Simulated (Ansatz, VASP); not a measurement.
# Si (Silicon) in two plane-wave programs, part 2 of 2

One calculation is typed for both programs; each brings its own data sets. How far apart do they land? The cell is taken from a series of VASP runs on this material, whose earlier steps may have relaxed, scaled or displaced it; both programs get it as it stands. Valence electrons are named where the data sets of a main pair hold unlike numbers.

VASP 6.6.1 and Ansatz 0.2.0.

So far: The starting structure; VASP: band structure, r2SCAN-EpsX with an exact-exchange share of 0.075.

## Step 3: Ansatz: band structure, r2SCAN-EpsX with an exact-exchange share of 0.075

Level of this step: Ansatz beside VASP: Kohn-Sham DFT, plane waves, r2SCAN-EpsX (Ansatz).

Ansatz runs on its default PAW (the set named soft_2) files.

The same cell, functional, mesh and smearing now go to Ansatz, which takes its cutoff from its data sets.

The input, input.yaml:

```yaml
crystal:
  lattice:
    - [0.0, 2.71548, 2.71548]
    - [2.71548, 0.0, 2.71548]
    - [2.71548, 2.71548, 0.0]
  atoms:
    - { symbol: Si, position: [0.75, 0.75, 0.75] }
    - { symbol: Si, position: [0.5, 0.5, 0.5] }
hamiltonian:
  xc: { exchange: r2scan, correlation: r2scan, exx: { coeff: 0.075 } }
  pseudopotentials: { kind: paw }
kpoints:
  mp_grid: { grid: [5, 5, 5] }
  band_path:
    path:
      - [0.0, 0.0, 0.0]
      - [0.44444, 0.0, 0.44444]
      - [0.5, 0.0, 0.5]
      - [0.5, 0.22222, 0.72222]
      - [0.40278, 0.34722, 0.75]
      - [0.125, 0.125, 0.25]
      - [0.27778, 0.27778, 0.27778]
      - [0.55556, 0.38889, 0.55556]
      - [0.58333, 0.25, 0.66667]
      - [0.5, 0.30556, 0.69444]
      - [0.48611, 0.48611, 0.52778]
      - [0.625, 0.25, 0.625]
      - [0.5, 0.0, 0.5]
    npoints: 1
scf:
  occupations: { method: gaussian, width: 0.03 }
  n_extra_bands: 7
output:
  forces: true
  stress: true
  eigenvalues: true
```

The run is started by

```console
> ansatz run input.yaml --threads 4 --pin off --max-ram 9216MiB --backend cpu --events-out ev --progress --plain --runs-dir out
```

Numbers of over 12 decimals in the logs are rounded to 6 here.

Log:

```text
Warning: output.stress: scf.convergence.dr2_threshold = 1e-7 eV (the SCF's general default) is looser than the 2e-10 eV advised for a printed stress (1e-10 eV for each atom of the cell: 2). What an SCF threshold leaves in a stress goes as its square root, and in the free energy as the threshold itself, and one threshold admits the most on a small cell: [figures from the program's tests cut] Set scf.convergence.dr2_threshold to 2e-10 eV or tighter. The threshold is an SCF's pass mark: one that does not reach it within its budget of iterations ends unconverged, or closes short of it on a stop that the run arms, and scf.convergence.dr2_threshold's page says what that costs each kind of run
Warning: output.stress: scf.exx.energy_threshold = 1e-6 eV is looser than the 2e-8 eV advised for a stress under a hybrid functional (1e-8 eV for each atom of the cell: 2). Every SCF of the exchange loop can meet its threshold on dr2 while the loop round them stops early: no threshold on dr2 bounds what that leaves in the stress. Set scf.exx.energy_threshold to 2e-8 eV or tighter. The threshold is the loop's pass mark: a loop that does not reach it within its budget of cycles ends unconverged, and scf.exx.energy_threshold's page has the law
scf.n_extra_bands = 7 over 4 filled bands (N_el = 8.0): the run solves 11 bands
Engine: ansatz 0.2.0, x86_64-unknown-linux-gnu
Pseudopotentials: kind: paw
Pseudopotential: Si, paw, valence charge 4, recommended cutoff 500 eV (meta_gga), Si.paw.azcp
Functional definition: unnamed
  parameter a_1 = 0.075
  exchange = (1 - a_1)*r2scan_x + a_1*exact_x
  correlation = r2scan_c
Crystal: 2 atoms, lattice volume = 40.047 Å³
Basis set: ecut = 500 eV, 965 PW (Γ), exchange–correlation on 120×120×120 points (64 copies of the dense FFT grid, shifted against one another)
Bands: 11, of which v1, the nominal top of the filled ones, is band 4 counted from 1 (3 counted from 0)
Symmetry: 48 space group operations
Space group: Fd-3m (ITA 227), of the structure as read, at distance tolerance 3.4e-5 Å
k-points: 10 of 125
Non-local potential: Si, projectors of the file, l = 0: 2, l = 1: 2, l = 2: 2
PAW form: soft (Blöchl's): semilocal exchange-correlation on the pseudo side does not see the compensation charge
PAW frozen core: Si, regenerated for the run's functional, and the local potential with it (the file was generated under x = pbe(κ = 0.804, μ = 0.219515), c = pbe(β = 0.066725))
PAW one-centre angular grid: Si, 302 points (default); XC on 160 Gauss nodes
Initial density: superposition of atomic densities (neutral atoms: chi_scale 0, normalization atom), corrected by the library's trained network
Initial wavefunctions: pseudopotential atomic-orbital guess
Functional: x = r2scan, c = r2scan; τ floored in thin density (d = 2e-4 eV/Å³), warm-up for x = 0.925 r2scan + 0.075 exact, c = r2scan; τ floored in thin density (d = 2e-4 eV/Å³)
SCF iter   1: F=—  HF=-1278.055247 eV  |F-HF|=—  |Δ(HF+E_count)|=         —  Δρ=3.63e-3  dr2=3.34e-3  dr2_τ=1.30e-2  ethr=1.77e-3  ⟨swp⟩=7.5  Hψ=556  notcnv=0
preconditioner: auto → none  [insulator: Δε(μ)=0.732 eV  Ē_g=12.597 eV  σ=0.030 eV  W_gap=1.00  n_scr=8 (ndim 8)  ℏωp=16.6 eV  f_vac=0.000  D(μ)=0.00/eV (n_scr^D=0)]
SCF iter   2: F=—  HF=-1278.071968 eV  |F-HF|=—  |Δ(HF+E_count)|=   1.67e-2  Δρ=2.06e-3  dr2=1.09e-3  dr2_τ=5.44e-6  ethr=4.17e-5  ⟨swp⟩=4.4  Hψ=317  notcnv=0  defer=6
iter 3 solved again at ethr=4.59e-7 eV; its pass at ethr=1.36e-5 eV (dr2=3.67e-5 eV) is discarded
SCF iter   3: F=-1278.071994 eV  HF=-1278.071989 eV  |F-HF|=5.30e-6  |Δ(HF+E_count)|=   2.09e-5  Δρ=3.36e-4  dr2=3.49e-5  dr2_τ=7.46e-7  ethr=4.59e-7  ⟨swp⟩=2.2  Hψ=326  notcnv=0  defer=2
SCF 1 stopped early in 3 iterations: F = -1278.071994 eV  dr2 = 3.49e-5
  greatest PAW one-centre occupation: 0.640 electrons in one spin orbital (limit 2), on the Si atom at site 1 (counted from 0), in its partial waves of l = 0
Initial density: handed on by an earlier stage of this run
Initial wavefunctions: those handed on with the density
Functional: x = 0.925 r2scan + 0.075 exact, c = r2scan; τ floored in thin density (d = 2e-4 eV/Å³)
Frozen-core exchange: fock
SCF iter   1: F=—  HF=-1277.966735 eV  |F-HF|=—  |Δ(HF+E_count)|=         —  Δρ=2.51e-4  dr2=1.10e-5  dr2_τ=1.06e-6  ethr=4.36e-6  ⟨swp⟩=6.5  Hψ=450  notcnv=1
preconditioner: auto → none  [insulator: Δε(μ)=1.088 eV  Ē_g=13.163 eV  σ=0.030 eV  W_gap=1.00  n_scr=8 (ndim 8)  ℏωp=16.6 eV  f_vac=0.000  D(μ)=0.00/eV (n_scr^D=0)]
SCF iter   2: F=—  HF=-1277.966741 eV  |F-HF|=—  |Δ(HF+E_count)|=   5.74e-6  Δρ=1.16e-4  dr2=3.00e-6  dr2_τ=5.77e-8  ethr=1.25e-7  ⟨swp⟩=2.0  Hψ=151  notcnv=0
SCF iter   3: F=—  HF=-1277.966744 eV  |F-HF|=—  |Δ(HF+E_count)|=   2.96e-6  Δρ=2.03e-5  dr2=4.46e-6  dr2_τ=9.63e-10  ethr=2.49e-8  ⟨swp⟩=3.0  Hψ=184  notcnv=0
SCF iter   4: F=—  HF=-1277.966824 eV  |F-HF|=—  |Δ(HF+E_count)|=   7.96e-5  Δρ=3.95e-5  dr2=4.87e-7  dr2_τ=4.21e-9  ethr=1.07e-9  ⟨swp⟩=4.5  Hψ=319  notcnv=0  defer=1
SCF iter   5: F=-1277.966824 eV  HF=-1277.966823 eV  |F-HF|=2.50e-8  |Δ(HF+E_count)|=   5.86e-8  Δρ=1.55e-5  dr2=6.88e-8  dr2_τ=6.64e-10  ethr=1.07e-9  ⟨swp⟩=3.1  Hψ=191  notcnv=0  defer=1
SCF 2 converged in 5 iterations: F = -1277.966824 eV  dr2 = 6.88e-8
  greatest PAW one-centre occupation: 0.641 electrons in one spin orbital (limit 2), on the Si atom at site 1 (counted from 0), in its partial waves of l = 0
hybrid outer 1: dexx = +5.522e-5 eV, tail = 1.52e-7 eV
Frozen-core exchange: fock
SCF iter   1: F=—  HF=-1277.966824 eV  |F-HF|=—  |Δ(HF+E_count)|=         —  Δρ=1.72e-5  dr2=6.79e-8  dr2_τ=6.96e-10  ethr=9.48e-9  ⟨swp⟩=5.2  Hψ=306  notcnv=0
preconditioner: auto → none  [insulator: Δε(μ)=1.091 eV  Ē_g=13.163 eV  σ=0.030 eV  W_gap=1.00  n_scr=8 (ndim 8)  ℏωp=16.6 eV  f_vac=0.000  D(μ)=0.00/eV (n_scr^D=0)]
SCF iter   2: F=-1277.966824 eV  HF=-1277.966824 eV  |F-HF|=3.49e-9  |Δ(HF+E_count)|=   2.69e-8  Δρ=4.76e-6  dr2=3.99e-9  dr2_τ=2.50e-11  ethr=8.43e-10  ⟨swp⟩=2.0  Hψ=150  notcnv=0
SCF 3 converged in 2 iterations: F = -1277.966824 eV  dr2 = 3.99e-9
  Residual-converged pass: ⟨swp⟩=3.2  Hψ=192  notcnv=0  max |occ|·‖R‖ = 2.3e-6 eV (tolerance 2.4e-6 eV)  dr2=4.17e-9  dr2_τ=2.60e-11  dr2_onsite=2.08e-10  max |Δocc| = 2.0e-153
hybrid outer 2: dexx = +9.427e-10 eV, tail = 8.48e-9 eV, Δε = 1.24e-4 eV (about 5.75e-5 eV left of the loop's levels)
NSCF: frozen V_eff on 13 k-points
hybrid SCF converged: 2 outer / 7 inner (+3 warm-up), last move |dexx| = 9.43e-10 eV, tail = 8.48e-9 eV
Stability not checked: this state was not tested for a lower state beside it, because the functional holds exact exchange (a hybrid, or Hartree-Fock), whose exchange loop this test does not read (fock_operator; see scf.lower_state_search)
Free energy (F): -1277.966824 eV
Frozen-core exchange: fock
Harris-Foulkes:  -1277.966824 eV  (|F-HF|=3.49e-9)
Internal energy: -1277.966824 eV  (E = F + TS)
E sigma→0 (E₀):  -1277.966824 eV
Fermi energy:    6.533057 eV
--- Per-component energies (eV) ---
  E_band       = 4.346866
  E_kinetic    = 81.281727
  E_local      = -53.393922  (includes V_loc(G=0)·N_el)
  E_nonlocal   = 49.908760
  E_hartree    = 15.025128
  E_xc         = -96.342998
  E_vxc        = -92.692102  (∫ρ·V_xc dr)
  E_exx        = -4.326018  (= α·E_x^exact, valence–valence)
  E_paw        = -1041.425914  (= ΣΔE_a)
  E_vpaw       = -5.576071  (= ΣTr[D̂ρ^β])
  E_aug_tail   = 0.000008  (compensation charges beyond the density's cutoff)
  E_vtau       = 3.420282  (kinetic-family band-sum trace: ∫τ·v_τ [+ j·A + Jᵃ·Aᵃ] dr)
  E_ewald      = -228.520872
  E_core_change = -0.172723  (= ΣΔE_core)
  E_smearing   = -0.000000  (= −TS)
  E_closure    = 0.000000  (closes the sum)
  Σ components = -1277.966824   (vs F -1277.966824, Δ=0.00e0)
--- Forces (eV/Å), atoms counted from 1 ---
  atom   1  Si     0.00000000     0.00000000    -0.00000000
  atom   2  Si     0.00000000     0.00000000     0.00000000
  max |Σ_I F_I| component: 2.04e-16 eV/Å
--- Stress (GPa, compression-positive) ---
        0.619346      -0.000000       0.000000
        0.000000       0.619346       0.000000
       -0.000000      -0.000000       0.619346
  P = ⅓ Tr σ = 0.6193 GPa (6.193 kbar)
--- Band table (eV; the first three rows and the last of 10) ---
  k-point 0: bands = [-6.9145, 5.9880, 5.9880, 5.9880, 9.1137, 9.1137, 9.1137, 10.3603, ... 3 higher]
  k-point 1: bands = [-6.3561, 2.7873, 5.3610, 5.3610, 8.8953, 9.9807, 9.9807, 13.0770, ... 3 higher]
  k-point 2: bands = [-4.8835, -0.7577, 4.7553, 4.7553, 8.2953, 10.0363, 10.0363, 14.8183, ... 3 higher]
  k-point 9: bands = [-3.5050, -1.0617, 1.7063, 2.7662, 10.0602, 10.4371, 11.2221, 14.7752, ... 3 higher]
```

Elapsed: 10 s, on 4 threads of Intel Xeon 6975P-C (Granite Rapids), shared host; peak memory 0.77 GiB.

In the SCF lines HF is the Harris–Foulkes energy and dr2 the Hartree energy of the density residual, in eV; the loop may stop once dr2 is under the threshold and the program's other checks hold. Hψ counts applications of the Hamiltonian.

## Step 4: Differences

Known differences besides the potentials themselves: exact exchange at q = 0 is treated differently, which shows on coarse meshes; VASP keeps PBE cores, Ansatz makes them for the functional; the cutoff is 500 eV in Ansatz and 350 eV in VASP; VASP takes a coarser grid for exact exchange (PRECFOCK = Fast). Total energies have different zeros and are not compared.

Compared:

```tsv
quantity	Ansatz	VASP	difference
gap over the path points (eV)	1.098	1.122	-0.023
```

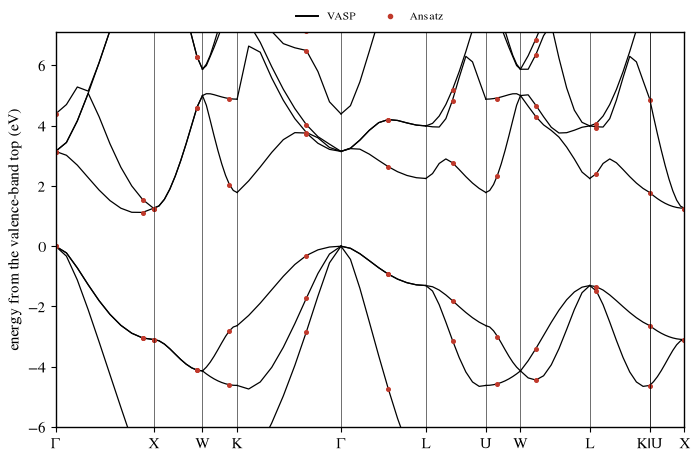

Bands from VASP (lines) and levels from Ansatz (dots). Dots without a line are higher empty bands that the VASP plot leaves out.

Levels at points of the path, from each program's valence-band top (eV; 4 filled, then empty):

```tsv
k (reciprocal lattice)	Ansatz	VASP
0.000 0.000 0.000	-12.90 0.00 0.00 0.00 3.13 3.13 3.13	-12.89 0.00 0.00 0.00 3.15 3.15 3.15
0.444 0.000 0.444	-9.31 -7.45 -3.05 -3.05 1.10 1.52 10.50	-9.30 -7.44 -3.04 -3.04 1.12 1.55 10.53
0.500 0.000 0.500	-8.41 -8.41 -3.10 -3.10 1.24 1.24 11.39	-8.40 -8.40 -3.10 -3.10 1.26 1.26 11.41
0.500 0.222 0.722	-8.24 -8.24 -4.12 -4.12 4.59 4.59 6.26	-8.23 -8.23 -4.11 -4.11 4.61 4.61 6.29
0.403 0.347 0.750	-8.83 -7.79 -4.61 -2.81 2.02 4.88 7.95	-8.82 -7.78 -4.60 -2.81 2.05 4.90 7.97
0.125 0.125 0.250	-12.32 -2.85 -1.73 -0.31 3.73 3.75 4.02	-12.31 -2.84 -1.72 -0.31 3.75 3.77 4.03
0.278 0.278 0.278	-11.85 -4.73 -0.93 -0.93 2.62 4.18 4.18	-11.83 -4.72 -0.93 -0.93 2.64 4.20 4.20
0.556 0.389 0.556	-10.04 -7.35 -3.14 -1.81 2.75 4.83 5.18	-10.03 -7.34 -3.12 -1.81 2.77 4.85 5.20
0.583 0.250 0.667	-8.79 -7.80 -4.58 -3.00 2.33 4.90 7.60	-8.78 -7.80 -4.57 -2.99 2.35 4.92 7.62
0.500 0.306 0.694	-9.01 -7.55 -4.45 -3.41 4.28 4.65 6.34	-9.00 -7.54 -4.44 -3.40 4.30 4.67 6.36
```

Among the levels compared at these points, filled levels agree within 16 meV and empty ones within 27 meV.

## Step 5: Summary of results

```json
{"largest difference of a filled level at the path points (band structure, r2SCAN-EpsX with an exact-exchange share of 0.075)": "16 meV"}
```

In words: The largest difference of a filled level at the path points is 16 meV (band structure, r2SCAN-EpsX with an exact-exchange share of 0.075), within the 80 meV picked in this series as the mark of a large difference. 1 further run of this series is not shown here. How closely two codes agree says nothing of how well the functional describes the real material.

[Lines on the potential files, build, host, timing and source positions are cut from VASP's logs without a mark.]

[Logs are printed without paths, hosts, clocks, repeated set-up lines and the standing remarks that a program may print on its own settings, such as how far it seeks lower states.]

[Hosts, paths, dates, database ids (printed as entryN), source tags and the programs' standing remarks are cut or masked in the printed files.]
